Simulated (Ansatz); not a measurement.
# Run report: BPH₄ClF, nudged elastic band

System: BPH₄ClF.
Method: RKS PBE0-D4/6-31G* (Ansatz 0.2.0).

One setting was made poor on purpose. It belongs to a series of runs on one base structure; here: band between the two ends. Figures and captions count atoms from 1; the log counts them from 0 in places.

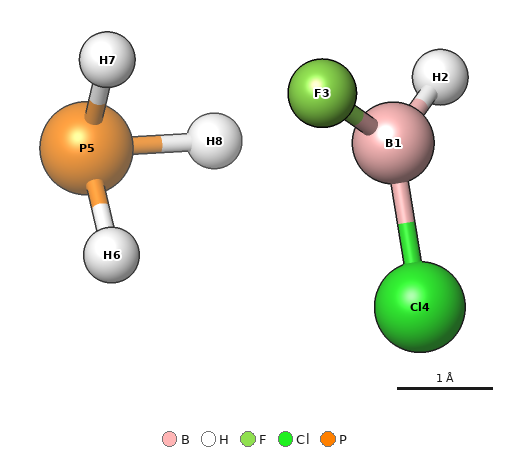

*The starting structure (ball-and-stick view, seen at a tilt; atoms are numbered from 1 in the order of the input).*

Bond lengths as drawn: B–Cl 1.75 Å, B–F 1.31 Å, B–H 1.19 Å and H–P 1.42 Å.

Input
```yaml
crystal:
  periodic: [false, false, false]
  atoms:
    - { symbol: B, position_ang: [0.040952, 0.454037, -0.076441] }
    - { symbol: H, position_ang: [0.086366, 0.870298, 1.038561] }
    - { symbol: F, position_ang: [1.126499, 0.00769, -0.666556] }
    - { symbol: Cl, position_ang: [-1.468766, 0.455342, -0.9606] }
    - { symbol: P, position_ang: [-0.175682, -3.062499, 1.197679] }
    - { symbol: H, position_ang: [-0.765175, -2.81495, -0.071884] }
    - { symbol: H, position_ang: [1.072171, -2.491425, 0.823342] }
    - { symbol: H, position_ang: [-0.663066, -1.846591, 1.754] }
basis:
  gaussian: { orbitals: "6-31G*" }
hamiltonian:
  xc: pbe0
  dispersion: d4
neb:
  order_check: false
  images: 1
  f_tol: 0.05
  max_iterations: 60
  climbing: true
  final_atoms:
    - { symbol: B, position_ang: [-0.29806598, -0.72142596, -0.54289841] }
    - { symbol: H, position_ang: [0.37025781, 0.38979538, 2.52242545] }
    - { symbol: F, position_ang: [0.54859158, 0.15362778, -0.03160455] }
    - { symbol: Cl, position_ang: [-1.35316745, -0.17286087, -1.83887585] }
    - { symbol: P, position_ang: [-0.48050973, -2.46325259, 0.23633561] }
    - { symbol: H, position_ang: [-0.61923515, -3.19127714, -0.97002495] }
    - { symbol: H, position_ang: [0.90183619, -2.71337908, 0.42765838] }
    - { symbol: H, position_ang: [0.18359173, 0.29067448, 3.23508531] }
  initial_path:
    images:
      - { positions_ang: [[0.040952, 0.454037, -0.076441], [0.086366, 0.870298, 1.038561], [1.126499, 0.00769, -0.666556], [-1.468766, 0.455342, -0.9606], [-0.175682, -3.062499, 1.197679], [-0.765175, -2.81495, -0.071884], [1.072171, -2.491425, 0.823342], [-0.663066, -1.846591, 1.754]] }
      - { positions_ang: [[0.00180923, 0.00099178, 0.00321469], [-0.02109701, -0.00169764, 1.54304197], [1.15459219, 0.00626906, -0.6397015], [-1.59496894, -0.00319636, -0.95065038], [-0.28397181, -2.07932972, 0.69230819], [-0.83274532, -2.85664602, -0.36183008], [0.96756838, -2.62614352, 1.08071244], [-0.13788771, -0.86834558, 1.67100566]] }
      - { positions_ang: [[-0.29806598, -0.72142596, -0.54289841], [0.37025781, 0.38979538, 2.52242545], [0.54859158, 0.15362778, -0.03160455], [-1.35316745, -0.17286087, -1.83887585], [-0.48050973, -2.46325259, 0.23633561], [-0.61923515, -3.19127714, -0.97002495], [0.90183619, -2.71337908, 0.42765838], [0.18359173, 0.29067448, 3.23508531]] }
```

Launched with:
```bash
ansatz run input.yaml --threads 1 --pin off --max-ram 2048MiB --backend cpu --events-out ev --progress --plain --runs-dir out
```

The program's output
```
Engine: ansatz 0.2.0, aarch64-unknown-linux-gnu
Functional definition: PBE0
  parameter a = 0.25
  parameter kappa = 0.804
  parameter beta = 0.06672455060314922
  exchange = (1 - a)*pbe_x(kappa = kappa, mu = beta*pi^2/3) + a*exact_x
  correlation = pbe_c(beta = beta)
804 factors; integrals over basis functions are off by at most 3.4e-4 eV
mean field evaluation 1: about -25258.3989 eV, gradient 2.3e1 eV
mean field evaluation 2: about -25257.8519 eV, gradient 3.1e1 eV
mean field evaluation 4: about -25259.3067 eV, gradient 6.1e-1 eV
mean field evaluation 8: about -25259.3258 eV, gradient 5.2e-2 eV
mean field -25259.32585480 eV, -928.2631037781 hartree, gradient 6.0e-5 eV, S^2 0.000000; 0 other end points of the search recorded, 0 dependent functions left out
the calculation of the forces begins
reference -25259.32587703 eV, -928.2631045950 hartree; 25, 25 occupied and 51, 51 virtual orbitals, 804 factors
802 factors; integrals over basis functions are off by at most 9.0e-4 eV
mean field evaluation 16: about -25258.2978 eV, gradient 2.2e1 eV
mean field -25259.21330534 eV, -928.2589676614 hartree, gradient 5.4e-5 eV, S^2 0.000000; 0 other end points of the search recorded, 0 dependent functions left out
[... from here on the field's lines of each further geometry are left out, up to the last ...]
NEB iter   1: max|band force component| = 6.037e0 eV/Å  barrier→ = 4.1142 eV  barrier← = 4.0158 eV  Δτ_max = 0.2000 Å  (75 SCF iters)
NEB iter   2: max|band force component| = 3.778e0 eV/Å  barrier→ = 2.9109 eV  barrier← = 2.8125 eV  Δτ_max = 0.1945 Å  (32 SCF iters)
NEB iter   3: max|band force component| = 2.771e0 eV/Å  barrier→ = 1.9941 eV  barrier← = 1.8957 eV  Δτ_max = 0.1969 Å  (33 SCF iters)
NEB iter   4: max|band force component| = 1.533e0 eV/Å  barrier→ = 1.0489 eV  barrier← = 0.9505 eV  Δτ_max = 0.1841 Å  (33 SCF iters)
NEB iter   5: max|band force component| = 1.067e0 eV/Å  barrier→ = 0.6717 eV  barrier← = 0.5733 eV  Δτ_max = 0.1681 Å  (28 SCF iters)
NEB iter   6: max|band force component| = 9.458e-1 eV/Å  barrier→ = 0.5332 eV  barrier← = 0.4348 eV  Δτ_max = 0.2000 Å  (27 SCF iters)
NEB iter   7: max|band force component| = 9.955e-1 eV/Å  barrier→ = 0.4649 eV  barrier← = 0.3665 eV  Δτ_max = 0.0768 Å  (28 SCF iters)
NEB iter   8: max|band force component| = 6.201e-1 eV/Å  barrier→ = 0.4349 eV  barrier← = 0.3365 eV  Δτ_max = 0.0985 Å  (28 SCF iters)
NEB iter   9: max|band force component| = 6.119e-1 eV/Å  barrier→ = 0.4376 eV  barrier← = 0.3392 eV  Δτ_max = 0.1011 Å  (27 SCF iters)
NEB iter  10: max|band force component| = 7.816e-1 eV/Å  barrier→ = 0.4100 eV  barrier← = 0.3116 eV  Δτ_max = 0.0502 Å  (28 SCF iters)
NEB iter  11: max|band force component| = 4.427e-1 eV/Å  barrier→ = 0.3767 eV  barrier← = 0.2783 eV  CI = image 1  Δτ_max = 0.1001 Å  (28 SCF iters)
NEB iter  12: max|band force component| = 4.493e-1 eV/Å  barrier→ = 0.4922 eV  barrier← = 0.3938 eV  CI = image 1  Δτ_max = 0.2000 Å  (28 SCF iters)
NEB iter  13: max|band force component| = 7.267e-1 eV/Å  barrier→ = 0.6875 eV  barrier← = 0.5891 eV  CI = image 1  Δτ_max = 0.1003 Å  (27 SCF iters)
NEB iter  14: max|band force component| = 6.450e-1 eV/Å  barrier→ = 0.7230 eV  barrier← = 0.6246 eV  CI = image 1  Δτ_max = 0.2000 Å  (27 SCF iters)
NEB iter  15: max|band force component| = 6.959e-1 eV/Å  barrier→ = 0.7666 eV  barrier← = 0.6682 eV  CI = image 1  Δτ_max = 0.2000 Å  (26 SCF iters)
NEB iter  16: max|band force component| = 6.980e-1 eV/Å  barrier→ = 0.8083 eV  barrier← = 0.7099 eV  CI = image 1  Δτ_max = 0.1983 Å  (27 SCF iters)
NEB iter  17: max|band force component| = 1.034e0 eV/Å  barrier→ = 1.1206 eV  barrier← = 1.0222 eV  CI = image 1  Δτ_max = 0.1998 Å  (28 SCF iters)
NEB iter  18: max|band force component| = 1.549e0 eV/Å  barrier→ = 1.4571 eV  barrier← = 1.3587 eV  CI = image 1  Δτ_max = 0.0980 Å  (28 SCF iters)
NEB iter  19: max|band force component| = 1.880e0 eV/Å  barrier→ = 1.8102 eV  barrier← = 1.7118 eV  CI = image 1  Δτ_max = 0.2000 Å  (27 SCF iters)
NEB iter  20: max|band force component| = 2.000e0 eV/Å  barrier→ = 2.5557 eV  barrier← = 2.4573 eV  CI = image 1  Δτ_max = 0.1971 Å  (33 SCF iters)
NEB iter  21: max|band force component| = 1.906e0 eV/Å  barrier→ = 2.0272 eV  barrier← = 1.9288 eV  CI = image 1  Δτ_max = 0.2000 Å  (29 SCF iters)
NEB iter  22: max|band force component| = 1.074e0 eV/Å  barrier→ = 2.0188 eV  barrier← = 1.9204 eV  CI = image 1  Δτ_max = 0.0999 Å  (33 SCF iters)
NEB iter  23: max|band force component| = 8.751e-1 eV/Å  barrier→ = 1.8583 eV  barrier← = 1.7599 eV  CI = image 1  Δτ_max = 0.0991 Å  (27 SCF iters)
NEB iter  24: max|band force component| = 1.051e0 eV/Å  barrier→ = 1.7756 eV  barrier← = 1.6772 eV  CI = image 1  Δτ_max = 0.0497 Å  (28 SCF iters)
NEB iter  25: max|band force component| = 9.455e-1 eV/Å  barrier→ = 1.7621 eV  barrier← = 1.6637 eV  CI = image 1  Δτ_max = 0.0784 Å  (28 SCF iters)
NEB iter  26: max|band force component| = 7.060e-1 eV/Å  barrier→ = 1.7284 eV  barrier← = 1.6300 eV  CI = image 1  Δτ_max = 0.0530 Å  (28 SCF iters)
NEB iter  27: max|band force component| = 3.161e-1 eV/Å  barrier→ = 1.7107 eV  barrier← = 1.6123 eV  CI = image 1  Δτ_max = 0.0203 Å  (28 SCF iters)
NEB iter  28: max|band force component| = 2.119e-1 eV/Å  barrier→ = 1.7069 eV  barrier← = 1.6085 eV  CI = image 1  Δτ_max = 0.0198 Å  (28 SCF iters)
NEB iter  29: max|band force component| = 7.987e-2 eV/Å  barrier→ = 1.7045 eV  barrier← = 1.6061 eV  CI = image 1  Δτ_max = 0.0239 Å  (28 SCF iters)
NEB iter  30: max|band force component| = 6.880e-2 eV/Å  barrier→ = 1.7035 eV  barrier← = 1.6051 eV  CI = image 1  Δτ_max = 0.0169 Å  (28 SCF iters)
NEB iter  31: max|band force component| = 5.801e-2 eV/Å  barrier→ = 1.7030 eV  barrier← = 1.6046 eV  CI = image 1  Δτ_max = 0.0423 Å  (23 SCF iters)
NEB iter  32: max|band force component| = 5.876e-2 eV/Å  barrier→ = 1.7024 eV  barrier← = 1.6040 eV  CI = image 1  Δτ_max = 0.0212 Å  (28 SCF iters)
the calculation of the forces begins
reference -25257.59269495 eV, -928.1994113282 hartree; 25, 25 occupied and 51, 51 virtual orbitals, 804 factors
804 factors; integrals over basis functions are off by at most 4.1e-4 eV
mean field evaluation 288: about -25257.5927 eV, gradient 2.9e-3 eV
mean field -25257.59267406 eV, -928.1994105603 hartree, gradient 1.2e-5 eV, S^2 0.000000; 1 other end points of the search recorded, 0 dependent functions left out
the calculation of the forces begins
reference -25257.59269495 eV, -928.1994113282 hartree; 25, 25 occupied and 51, 51 virtual orbitals, 804 factors
NEB iter  33: max|band force component| = 4.078e-2 eV/Å  barrier→ = 1.7021 eV  barrier← = 1.6037 eV  CI = image 1  Δτ_max = 0.0000 Å  (54 SCF iters)
```

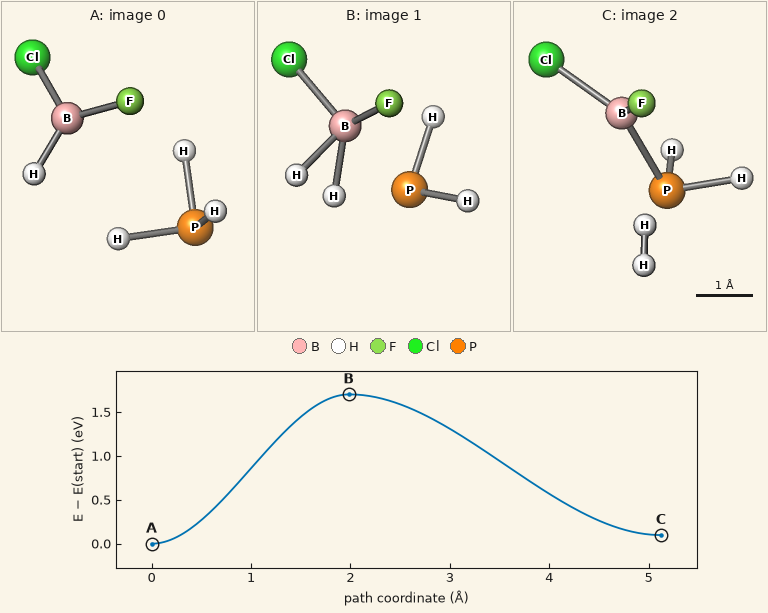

*Images of the last band (counted from 0; ball-and-stick, seen at a tilt) above the energy along the path; the line is a cubic interpolation that uses the forces.*

The highest image is number 1, 1.702 eV above the start and 1.604 eV above the end (the climbing image); the end lies 0.098 eV above the start. The path is 5.12 Å long. The band converged in 33 iterations.

```
Total energy: -25257.74006543 eV, -928.2048270934 hartree
Atom 0 at    -0.041833    -0.367806     0.149679 Å, force    -0.038351     0.014424     0.026919 eV/Å
Atom 1 at    -0.012968     0.394315     1.221862 Å, force    -0.010601    -0.018417    -0.021783 eV/Å
Atom 2 at     1.160687    -0.324829    -0.454450 Å, force     0.034399     0.003515     0.000125 eV/Å
Atom 3 at    -1.523988     0.152098    -0.724351 Å, force    -0.000017     0.010495     0.001408 eV/Å
Atom 4 at    -0.426012    -2.357338     0.961906 Å, force     0.001271    -0.019152     0.003154 eV/Å
Atom 5 at    -0.700542    -2.628147    -0.401225 Å, force    -0.003586    -0.006582     0.003812 eV/Å
Atom 6 at     0.954182    -2.678855     0.874045 Å, force    -0.002505     0.001702    -0.001598 eV/Å
Atom 7 at    -0.156226    -0.617536     1.410635 Å, force     0.019389     0.014014    -0.012038 eV/Å
Dipole moment:     0.165595    -0.166802     0.350985 e Å
this run last wrote the band of iteration 33 to [file]
```

The last band as extended XYZ (Å, eV, eV/Å)
```
8
Properties=species:S:1:pos:R:3:forces:R:3 image=0 energy=-25259.44212
B     0.0410    0.4540   -0.0764   -0.0030   0.0080   0.0013
H     0.0864    0.8703    1.0386   -0.0017  -0.0058  -0.0032
F     1.1265    0.0077   -0.6666   -0.0076  -0.0007  -0.0011
Cl   -1.4688    0.4553   -0.9606    0.0124  -0.0031   0.0030
P    -0.1757   -3.0625    1.1977    0.0197   0.0104  -0.0060
H    -0.7652   -2.8150   -0.0719   -0.0021  -0.0003   0.0002
H     1.0722   -2.4914    0.8233   -0.0184  -0.0084   0.0060
H    -0.6631   -1.8466    1.7540    0.0008  -0.0001  -0.0001
8
Properties=species:S:1:pos:R:3:forces:R:3 image=1 energy=-25257.74004
B    -0.0418   -0.3678    0.1497   -0.0384   0.0144   0.0269
H    -0.0130    0.3943    1.2219   -0.0106  -0.0184  -0.0218
F     1.1607   -0.3248   -0.4545    0.0344   0.0035   0.0001
Cl   -1.5240    0.1521   -0.7244    0.0000   0.0105   0.0014
P    -0.4260   -2.3573    0.9619    0.0013  -0.0192   0.0032
H    -0.7005   -2.6281   -0.4012   -0.0036  -0.0066   0.0038
H     0.9542   -2.6789    0.8740   -0.0025   0.0017  -0.0016
H    -0.1562   -0.6175    1.4106    0.0194   0.0140  -0.0120
8
Properties=species:S:1:pos:R:3:forces:R:3 image=2 energy=-25259.34371
B    -0.2981   -0.7214   -0.5429   -0.0170   0.0097  -0.0145
H     0.3703    0.3898    2.5224   -0.0002  -0.0009   0.0003
F     0.5486    0.1536   -0.0316   -0.0035   0.0015  -0.0082
Cl   -1.3532   -0.1729   -1.8389    0.0201  -0.0085   0.0211
P    -0.4805   -2.4633    0.2363   -0.0067   0.0019   0.0006
H    -0.6192   -3.1913   -0.9700    0.0008  -0.0021  -0.0032
H     0.9018   -2.7134    0.4277    0.0050  -0.0005   0.0031
H     0.1836    0.2907    3.2351    0.0013  -0.0012   0.0009
```

Results in brief

| quantity | value |
| --- | --- |
| outcome | converged |
| barrier, forward | 1.702 eV |
| barrier, backward | 1.604 eV |
| hardware | 1 thread of Arm Neoverse V1, 24 GiB of memory available, shared host |
| wall time | 1.8 min |
| peak memory | 0.16 GiB |

Notes

A deliberately poor setting: few images. The order of the saddle point was not checked.
